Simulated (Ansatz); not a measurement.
Two G0W0 runs on PtS2/PtS2 (1T bilayer).

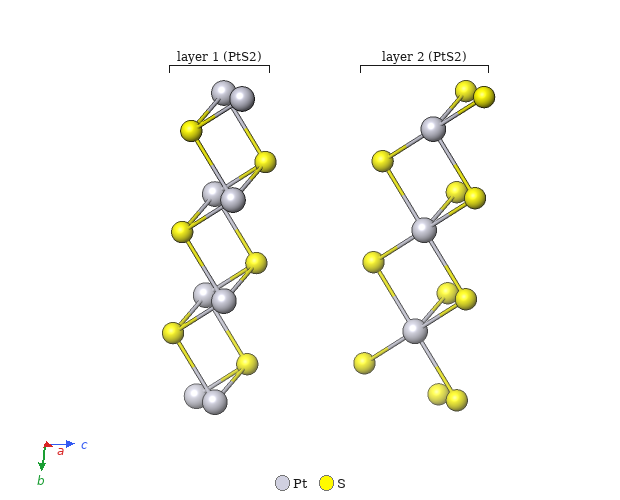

The structure (platinum light grey, sulfur yellow). Bonds to atoms that aren't drawn are left out. 1×3×1 cells are drawn. Some periodic images of atoms are drawn too.

The cell holds 6 atoms: 2 Pt and 4 S. Its edges and angles: a = 3.542 Å, b = 3.542 Å, c = 40.100 Å, α = 90.0°, β = 90.0°, γ = 120.0°. Regions: layer 1 (PtS2), 3 atoms (1 Pt and 2 S); layer 2 (PtS2), 3 atoms (1 Pt and 2 S). Vacuum lies along c.

```xyz
6
Lattice="3.5418 0.0000 0.0000 -1.7709 3.0673 0.0000 0.0000 0.0000 40.1000" Properties=species:S:1:pos:R:3
Pt    0.0000    0.0000   17.0668
S     0.0000    2.0448   18.3052
S     1.7709    1.0224   15.8250
Pt    1.7709    1.0224   23.0332
S     0.0000    0.0000   24.2750
S     0.0000    2.0448   21.7948
```

The structure was relaxed with PBE-D3(BJ). The runs that relaxed it are not among those shown. Spin-orbit coupling is left out unless a run names it.

The first (Ansatz 0.2.0; start PBE, 6×6×1 mesh, 642 empty bands, screening to 75 eV, PAW set soft_1 files; 4 threads of Arm Neoverse V2, shared host) gave, on its mesh: starting gap 1.68 eV, G0W0 gap 2.48 eV, mean of 1 + 4πα/V (set by the cell height) 3.44, 7.2 min.

The second gave: starting gap 1.68 eV, G0W0 gap 2.42 eV, mean of 1 + 4πα/V (set by the cell height) 3.52, 71 s.

What was changed in the input? Choose among start, files, mesh, bands and cutoff, frequency model or another key.

Changed: empty bands from 642 to 259 and screening cutoff (eV) from 75.0 to 41. The starting gap stayed, which rules out the functional and points to the GW step. Other changes could give like numbers; this is the one that was made.

Limits: not at the basis limit; coarse mesh for a sheet; no spin polarisation; d states lean on the start; no spin-orbit coupling.

[Paths, hosts, dates, memory and timing lines, banners, echoed tables and standing remarks are left out of the program output.]

[Logs are printed without paths, hosts, clocks, repeated set-up lines and the standing remarks that a program may print on its own settings, such as how far it seeks lower states.]

[Runs of the session that timed out or met a known fault of the program may be left out.]

[Cells called generated may have been cut or substituted from an entry of the Crystallography Open Database or the Materials Project.]

[Hosts, paths, dates, database ids (printed as entryN), source tags and the programs' standing remarks are cut or masked in the printed files.]
